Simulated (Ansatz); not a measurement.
Start from SnO$_{2}$ in the rutile structure (space group P4_2/mnm, No. 136; a = 4.7599 Å, c = 3.2008 Å).

Perturbation: Pb replaces 25.0 % of the Sn, ordered in a cell of 12 atoms (starting symmetry Immm) and fully relaxed.

Level of theory: Ansatz (an electronic-structure program), r2SCAN, PAW, cutoff 500 eV, spin-orbit coupling left out.

The zone is the changed cell's own and can be folded.

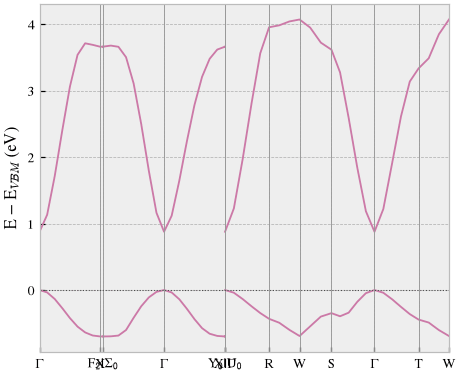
Fig. 1. Highest valence and lowest conduction band along the path of the changed cell's own zone

Question: From the figure, how large is the changed gap, and is it direct?

Answer: About 0.9 eV, direct at Γ.

These are small ordered cells, not random alloys; other orderings at the same x differ. Spin-orbit coupling, missing from the scalar runs, can matter with Pb. Whether these cells are dynamically stable was not tested. k-point labels follow each cell's own Brillouin zone.
